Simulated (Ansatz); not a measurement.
The reference is GaN in the wurtzite structure (space group P6_3mc, No. 186; a = 3.183 Å, c = 5.184 Å).

The change: As takes the place of N on all its sites, then cell and atoms are relaxed.

Method: r2SCAN, PAW, 500 eV (Ansatz, a program for electronic structure; no SOC).

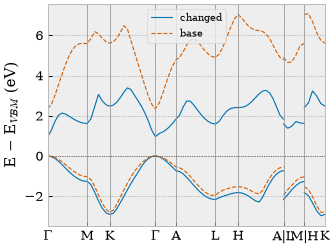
*Highest valence and lowest conduction band along the path, each from its own valence-band maximum*

The gap is 0.96 eV, direct at Γ; the base has 2.35 eV.

No phonon test of stability was made. For GaAs in this form, whether it has been made was not checked. This is not the structure that GaAs has at room temperature and ambient pressure.
